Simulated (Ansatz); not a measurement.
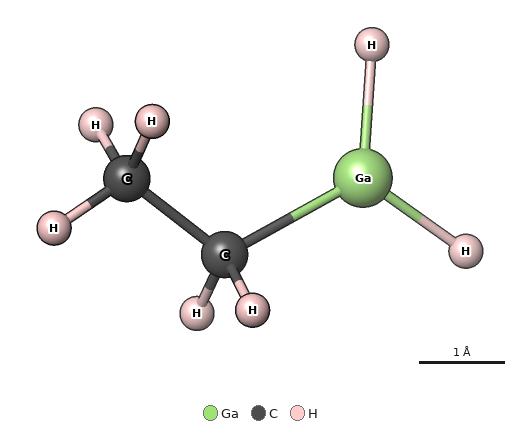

Fig. 1: The structure as given in the input (ball-and-stick view, seen at a tilt). Sticks mark near contacts.

## C2H7Ga: molecular dynamics (part 1 of 2)

The run: molecular dynamics of C2H7Ga. Method and program: RKS B3LYP/def2-SVP (Ansatz 0.2.0).

One setting was made poor on purpose. It belongs to a series of runs on one base structure; here: dynamics from the start.

Log
```
Engine: ansatz 0.2.0, x86_64-unknown-linux-gnu
Functional definition: B3LYP
  parameter a0 = 0.2
  parameter ax = 0.72
  parameter ac = 0.81
  exchange = (1 - a0 - ax)*slater_x + ax*b88_x + a0*exact_x
  correlation = (1 - ac)*vwn_rpa_c + ac*lyp_c
1053 factors; integrals over basis functions are off by at most 5.3e-4 eV
mean field evaluation 1: about -54551.1044 eV, gradient 5.7e1 eV
mean field evaluation 2: about -54542.8175 eV, gradient 7.9e1 eV
mean field evaluation 4: about -54558.8809 eV, gradient 2.6e0 eV
mean field evaluation 8: about -54558.9073 eV, gradient 3.0e-2 eV
mean field -54558.90727115 eV, -2005.0028608590 hartree, gradient 3.0e-5 eV, S^2 0.000000; 0 other end points of the search recorded, 0 dependent functions left out
the calculation of the forces begins
reference -54558.90751337 eV, -2005.0028697607 hartree; 25, 25 occupied and 70, 70 virtual orbitals, 1053 factors
md step     0: t =     0.00 fs  T =  2000.0 K  F+E_penalty+E_count = -54558.90727115 eV  E_kin = 2.068160 eV  conserved = -54556.83911116 eV  (24 SCF iters)
these checks for a lower state are left out or cut short: starts, cluster_reference, orbital_swaps, neighbouring_geometries, increment
1053 factors; integrals over basis functions are off by at most 1.0e-3 eV
mean field evaluation 16: about -54556.0378 eV, gradient 9.0e-1 eV
mean field -54556.05260384 eV, -2004.8979537704 hartree, gradient 6.5e-5 eV, S^2 0.000000; 0 other end points of the search recorded, 0 dependent functions left out
[... from here on the field's lines of each further geometry are left out, up to the last ...]
md step     1: t =     4.00 fs  T =  1049.0 K  F+E_penalty+E_count = -54556.05260384 eV  E_kin = 1.084713 eV  conserved = -54554.96789118 eV  (29 SCF iters)
md step     2: t =     8.00 fs  T =  1775.9 K  F+E_penalty+E_count = -54554.29968385 eV  E_kin = 1.836406 eV  conserved = -54552.46327834 eV  (33 SCF iters)
md step     3: t =    12.00 fs  T =  6983.9 K  F+E_penalty+E_count = -54546.59199884 eV  E_kin = 7.221899 eV  conserved = -54539.37010009 eV  (36 SCF iters)
md step     4: t =    16.00 fs  T = 22176.0 K  F+E_penalty+E_count = -54537.37185827 eV  E_kin = 22.931770 eV  conserved = -54514.44008802 eV  (54 SCF iters)
md step     5: t =    20.00 fs  T = 72066.7 K  F+E_penalty+E_count = -54537.51181220 eV  E_kin = 74.522760 eV  conserved = -54462.98905201 eV  (98 SCF iters)
md step     6: t =    24.00 fs  T = 1539441.7 K  F+E_penalty+E_count = -54495.54545217 eV  E_kin = 1591.905855 eV  conserved = -52903.63959708 eV  (58 SCF iters)
md step     7: t =    28.00 fs  T = 6008962.8 K  F+E_penalty+E_count = -54524.98916132 eV  E_kin = 6213.748230 eV  conserved = -48311.24093165 eV  (785 SCF iters)
md step     8: t =    32.00 fs  T = 6004117.0 K  F+E_penalty+E_count = -54521.58670568 eV  E_kin = 6208.737273 eV  conserved = -48312.84943222 eV  (514 SCF iters)
md step     9: t =    36.00 fs  T = 6005460.1 K  F+E_penalty+E_count = -54523.66004872 eV  E_kin = 6210.126105 eV  conserved = -48313.53394375 eV  (397 SCF iters)
md step    10: t =    40.00 fs  T = 6015296.3 K  F+E_penalty+E_count = -54521.15363055 eV  E_kin = 6220.297498 eV  conserved = -48300.85613211 eV  (460 SCF iters)
md step    11: t =    44.00 fs  T = 21512294.1 K  F+E_penalty+E_count = -54398.07917089 eV  E_kin = 22245.432848 eV  conserved = -32152.64632258 eV  (448 SCF iters)
md step    12: t =    48.00 fs  T = 67258621.2 K  F+E_penalty+E_count = -54515.55433285 eV  E_kin = 69550.794445 eV  conserved = 15035.24011232 eV  (1119 SCF iters)
md step    13: t =    52.00 fs  T = 67260434.2 K  F+E_penalty+E_count = -54517.04194788 eV  E_kin = 69552.669218 eV  conserved = 15035.62727027 eV  (1036 SCF iters)
md step    14: t =    56.00 fs  T = 67261159.7 K  F+E_penalty+E_count = -54521.98765325 eV  E_kin = 69553.419418 eV  conserved = 15031.43176432 eV  (872 SCF iters)
md step    15: t =    60.00 fs  T = 67260880.7 K  F+E_penalty+E_count = -54517.89387668 eV  E_kin = 69553.130984 eV  conserved = 15035.23710686 eV  (726 SCF iters)
md step    16: t =    64.00 fs  T = 67259608.2 K  F+E_penalty+E_count = -54517.12386178 eV  E_kin = 69551.815038 eV  conserved = 15034.69117615 eV  (1127 SCF iters)
md step    17: t =    68.00 fs  T = 67259080.5 K  F+E_penalty+E_count = -54516.47132601 eV  E_kin = 69551.269404 eV  conserved = 15034.79807812 eV  (1043 SCF iters)
md step    18: t =    72.00 fs  T = 67258587.5 K  F+E_penalty+E_count = -54515.97059840 eV  E_kin = 69550.759597 eV  conserved = 15034.78899817 eV  (996 SCF iters)
md step    19: t =    76.00 fs  T = 67258178.1 K  F+E_penalty+E_count = -54515.53538405 eV  E_kin = 69550.336213 eV  conserved = 15034.80082847 eV  (780 SCF iters)
md step    20: t =    80.00 fs  T = 67257936.6 K  F+E_penalty+E_count = -54515.28160326 eV  E_kin = 69550.086481 eV  conserved = 15034.80487770 eV  (901 SCF iters)
md step    21: t =    84.00 fs  T = 67257887.3 K  F+E_penalty+E_count = -54515.24164677 eV  E_kin = 69550.035538 eV  conserved = 15034.79389075 eV  (1107 SCF iters)
md step    22: t =    88.00 fs  T = 67257808.3 K  F+E_penalty+E_count = -54515.51767502 eV  E_kin = 69549.953790 eV  conserved = 15034.43611518 eV  (1034 SCF iters)
md step    23: t =    92.00 fs  T = 67257652.9 K  F+E_penalty+E_count = -54515.20465190 eV  E_kin = 69549.793128 eV  conserved = 15034.58847629 eV  (802 SCF iters)
md step    24: t =    96.00 fs  T = 67257768.2 K  F+E_penalty+E_count = -54515.35977457 eV  E_kin = 69549.912405 eV  conserved = 15034.55263015 eV  (1428 SCF iters)
md step    25: t =   100.00 fs  T = 67257520.1 K  F+E_penalty+E_count = -54515.06092987 eV  E_kin = 69549.655841 eV  conserved = 15034.59491162 eV  (903 SCF iters)
md step    26: t =   104.00 fs  T = 67257504.9 K  F+E_penalty+E_count = -54515.04780116 eV  E_kin = 69549.640139 eV  conserved = 15034.59233779 eV  (5391 SCF iters)
md step    27: t =   108.00 fs  T = 67257655.5 K  F+E_penalty+E_count = -54515.25919880 eV  E_kin = 69549.795846 eV  conserved = 15034.53664742 eV  (873 SCF iters)
md step    28: t =   112.00 fs  T = 67257447.4 K  F+E_penalty+E_count = -54514.90656990 eV  E_kin = 69549.580636 eV  conserved = 15034.67406640 eV  (894 SCF iters)
md step    29: t =   116.00 fs  T = 67257586.2 K  F+E_penalty+E_count = -54515.21205269 eV  E_kin = 69549.724147 eV  conserved = 15034.51209447 eV  (801 SCF iters)
md step    30: t =   120.00 fs  T = 67257401.8 K  F+E_penalty+E_count = -54514.96357712 eV  E_kin = 69549.533455 eV  conserved = 15034.56987808 eV  (927 SCF iters)
md step    31: t =   124.00 fs  T = 67257339.1 K  F+E_penalty+E_count = -54514.89422194 eV  E_kin = 69549.468636 eV  conserved = 15034.57441413 eV  (1033 SCF iters)
md step    32: t =   128.00 fs  T = 67257507.9 K  F+E_penalty+E_count = -54515.10437104 eV  E_kin = 69549.643204 eV  conserved = 15034.53883253 eV  (940 SCF iters)
md step    33: t =   132.00 fs  T = 67257392.0 K  F+E_penalty+E_count = -54514.97871176 eV  E_kin = 69549.523323 eV  conserved = 15034.54461104 eV  (1172 SCF iters)
md step    34: t =   136.00 fs  T = 67257423.2 K  F+E_penalty+E_count = -54515.09019191 eV  E_kin = 69549.555613 eV  conserved = 15034.46542154 eV  (1146 SCF iters)
md step    35: t =   140.00 fs  T = 67257413.7 K  F+E_penalty+E_count = -54515.03945776 eV  E_kin = 69549.545817 eV  conserved = 15034.50635927 eV  (1103 SCF iters)
md step    36: t =   144.00 fs  T = 67257280.2 K  F+E_penalty+E_count = -54514.88078365 eV  E_kin = 69549.407684 eV  conserved = 15034.52690032 eV  (1072 SCF iters)
md step    37: t =   148.00 fs  T = 67257379.8 K  F+E_penalty+E_count = -54514.99846852 eV  E_kin = 69549.510765 eV  conserved = 15034.51229617 eV  (1204 SCF iters)
md step    38: t =   152.00 fs  T = 67257430.6 K  F+E_penalty+E_count = -54515.10438926 eV  E_kin = 69549.563267 eV  conserved = 15034.45887729 eV  (984 SCF iters)
md step    39: t =   156.00 fs  T = 67257350.0 K  F+E_penalty+E_count = -54514.88146354 eV  E_kin = 69549.479951 eV  conserved = 15034.59848701 eV  (1025 SCF iters)
the calculation of the forces begins
reference -54515.07169477 eV, -2003.3919331400 hartree; 25, 25 occupied and 70, 70 virtual orbitals, 1010 factors
1010 factors; integrals over basis functions are off by at most 1.0e-3 eV
mean field evaluation 2464: about -54515.0495 eV, gradient 5.1e-1 eV
mean field evaluation 2496: about -54515.0286 eV, gradient 1.6e0 eV
mean field evaluation 2528: about -54463.8339 eV, gradient 4.7e1 eV
mean field evaluation 2560: about -54515.0704 eV, gradient 6.1e-5 eV
mean field evaluation 2592: about -54515.0704 eV, gradient 1.4e-3 eV
mean field evaluation 2624: about -54515.0704 eV, gradient 9.2e-4 eV
mean field -54515.07042694 eV, -2003.3918865481 hartree, gradient 6.4e-10 eV, S^2 0.000000; 7 other end points of the search recorded, 0 dependent functions left out
the calculation of the forces begins
reference -54515.07169477 eV, -2003.3919331400 hartree; 25, 25 occupied and 70, 70 virtual orbitals, 1010 factors
md step    40: t =   160.00 fs  T = 67257496.2 K  F+E_penalty+E_count = -54515.07042694 eV  E_kin = 69549.631049 eV  conserved = 15034.56062232 eV  (2442 SCF iters)
```

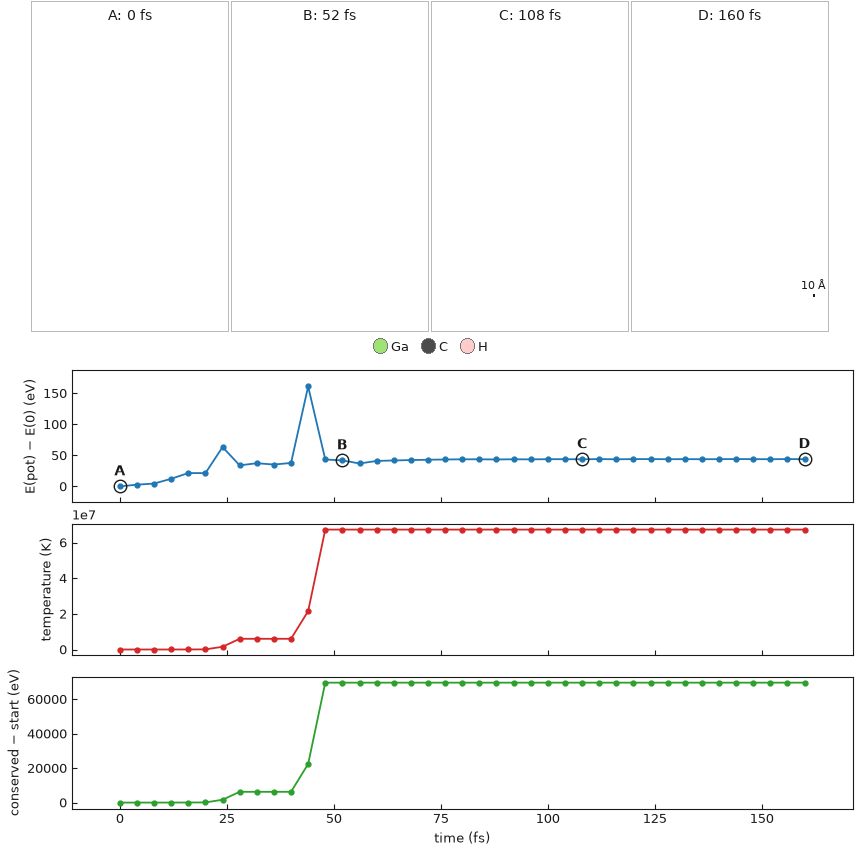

Fig. 2: Frames of the molecular dynamics (ball-and-stick, seen at a tilt) above the curves, on which the letters mark them. The trajectory kept here has 41 frames over 160 fs. The temperature starts at 2000 K, ranges from 1049 to 67261160 K and averages 67257532 K over the second half. The potential energy ends 43.837 eV above its first value. The conserved quantity stays within 70000 eV. After an unweighted best fit of the last frame on the first, the root-mean-square displacement is 1276.93 Å, and H7 has moved furthest (3610.03 Å).

```
Total energy: -54515.07169477 eV, -2003.3919331400 hartree
Atom 0 at     1.008181    -1.553655     0.562738 Å, force    -0.580357     0.228718     0.500361 eV/Å
Atom 1 at   112.220341   184.298935   247.954535 Å, force    -0.000000     0.000000    -0.000000 eV/Å
Atom 2 at  -145.661029    35.263417    35.411728 Å, force     0.000053     0.000030    -0.000020 eV/Å
Atom 3 at    -0.298281    -1.044374     1.695202 Å, force     0.581029    -0.226169    -0.503999 eV/Å
Atom 4 at    15.979442  -120.888786   -20.434000 Å, force    -0.000001     0.000001    -0.000000 eV/Å
Atom 5 at  -185.915611  1371.318721   278.197130 Å, force     0.000000    -0.000000    -0.000000 eV/Å
Atom 6 at -1211.967386 -2188.585278 -2959.999342 Å, force     0.000000     0.000000     0.000000 eV/Å
Atom 7 at   -32.627967    45.683219   -28.673722 Å, force     0.000226    -0.000278     0.000155 eV/Å
Atom 8 at   -27.040564   107.568144   -10.295350 Å, force    -0.000050    -0.000037     0.000019 eV/Å
Atom 9 at     2.048912     2.829478    -5.529676 Å, force    -0.000899    -0.002263     0.003484 eV/Å
Dipole moment:    53.204804    21.031686    89.636461 e Å
```

Trajectory as extended XYZ (Å, eV, eV/Å), 21 of the 41 frames kept, from step=0 to step=40
```
10
Properties=species:S:1:pos:R:3:forces:R:3 step=0 time_fs=0.0 energy=-54558.90727 temperature=2000.0
Ga   -0.1452   -0.0063   -0.0528    0.0014   0.0030  -0.0093
C    -0.1187    0.1090    1.9346    0.0063   0.0155   0.0045
H    -1.1674    0.0015    2.2705    0.0036   0.0002  -0.0001
H     0.3803   -0.8121    2.2913   -0.0017  -0.0004   0.0024
C     0.5296    1.3552    2.5505   -0.0036  -0.0187  -0.0077
H     0.5043    1.3316    3.6543    0.0018   0.0055  -0.0093
H     1.5868    1.4559    2.2523   -0.0161   0.0048   0.0049
H     0.0196    2.2806    2.2340    0.0103  -0.0070   0.0048
H     0.5080    1.1240   -0.9482   -0.0114  -0.0186   0.0087
H    -0.8263   -1.2495   -0.7550    0.0093   0.0159   0.0012
10
Properties=species:S:1:pos:R:3:forces:R:3 step=2 time_fs=8.0 energy=-54554.29968 temperature=1775.9
Ga   -0.1471   -0.0152   -0.0731   -0.0780  -0.1654  -0.7955
C    -0.0634    0.0927    2.0566   -4.2779   5.3585  -7.4181
H    -1.5150   -0.3098    1.8307    3.1595   2.0200   1.1209
H     0.1085   -0.6808    2.5807    1.8520  -6.4039   4.0596
C     0.5643    1.3901    2.5977   -9.7448   2.1860  -5.1643
H     0.4980    1.3895    3.5502   -0.6399   0.1747   7.5335
H     1.4658    1.4958    2.3768    8.8533   0.2647  -2.5136
H     0.1650    2.5676    2.2536    0.4051  -3.5099   0.6343
H     0.2649    1.3794   -1.0877   -0.3885  -1.2225   1.1440
H    -0.9182   -1.3180   -1.1147    0.8593   1.2978   1.3991
10
Properties=species:S:1:pos:R:3:forces:R:3 step=4 time_fs=16.0 energy=-54537.37186 temperature=22176.0
Ga   -0.1495   -0.0272   -0.0930    1.9659   4.5852   2.4278
C    -0.1043    0.1629    1.9746   29.7292  -2.1123  -3.1104
H    -0.8619    0.3011    2.0772  -30.1640   3.7942   4.6189
H     0.3698   -1.7621    3.5746   -0.2973   0.9942  -0.9691
C     0.4634    1.2976    2.6489    1.7170  -1.0323   1.2870
H     0.3883    1.5598    4.5018   -0.0663  -0.4847  -3.5747
H     3.0121    1.4467    2.0153   -1.5985  -0.0323   0.4389
H    -0.3093    3.6304    1.8173    0.2415  -1.1883   0.3514
H     0.0251    1.4061   -0.9395    0.1949  -0.7700   0.8038
H    -0.7012   -0.9608   -0.9125   -1.7224  -3.7537  -2.2736
10
Properties=species:S:1:pos:R:3:forces:R:3 step=6 time_fs=24.0 energy=-54495.54545 temperature=1539441.7
Ga   -0.1435   -0.0282   -0.0967   -0.2874   0.5714  -0.8186
C     0.6018    0.2033    1.8360   -1.2396   2.4387   3.3465
H    -8.9161    2.2401    3.9325    0.0148   0.0065  -0.0057
H     0.4459   -2.0810    3.8668   -0.0141   0.2219  -0.1187
C     0.4591    0.9727    2.8508   36.9153 -267.1446 -65.1452
H     0.4027    1.3830    2.9393  -36.1789 264.3259  60.5133
H     3.5208    1.3904    1.9222   -0.1881  -0.0519  -0.0014
H    -1.2680    6.0224    0.9170   -0.0126  -0.0106   0.0064
H    -0.1157    1.8213   -0.7384   -0.0753  -2.4541   0.6536
H    -0.9214   -1.6985   -1.2044    1.0657   2.0969   1.5700
10
Properties=species:S:1:pos:R:3:forces:R:3 step=8 time_fs=32.0 energy=-54521.58671 temperature=6004117.0
Ga   -0.1417   -0.0416   -0.1006    3.3733   7.4855   2.6820
C     1.2842    0.3323    1.7991   -0.1849  -0.3014  -0.9492
H   -16.9617    4.1828    5.7847    0.0004   0.0001  -0.0001
H     0.6181   -2.3806    3.5856    0.0600   0.3537  -0.2747
C     1.3794   -6.2242    1.4466   -0.0080   0.0471   0.0220
H   -10.5572   81.9677   19.1309    0.0000  -0.0002   0.0000
H     3.8034    1.2626    1.8267   -1.3442  -0.5333  -0.2468
H    -2.2290    8.3991    0.0210    0.0036  -0.0109   0.0026
H    -0.2051    2.0161   -0.6819   -0.1821  -2.5954   0.6601
H    -0.5427   -1.2252   -0.5888   -1.7180  -4.4452  -1.8959
10
Properties=species:S:1:pos:R:3:forces:R:3 step=10 time_fs=40.0 energy=-54521.15363 temperature=6015296.3
Ga   -0.1206   -0.0189   -0.0919    9.1266 -28.7204   7.1808
C     1.9700    0.4361    1.7211    1.0761  -0.0390  -1.1003
H   -25.0070    6.1257    7.6368    0.0004   0.0000  -0.0001
H     0.9365   -2.6198    2.7049    0.1300   0.3754  -0.0538
C     2.2919  -13.3908    0.0790    0.0000   0.0002   0.0000
H   -21.5171  162.5522   35.3226    0.0000  -0.0001   0.0000
H     3.1874    0.7818    1.5999   -2.8620  -0.8859  -0.0174
H    -3.1865   10.7666   -0.8741    0.0032  -0.0090   0.0016
H    -0.4048    0.9293   -0.3264   -8.2675  27.1591  -6.5391
H    -0.5875   -1.7201   -0.3647    0.7932   2.1197   0.5283
```
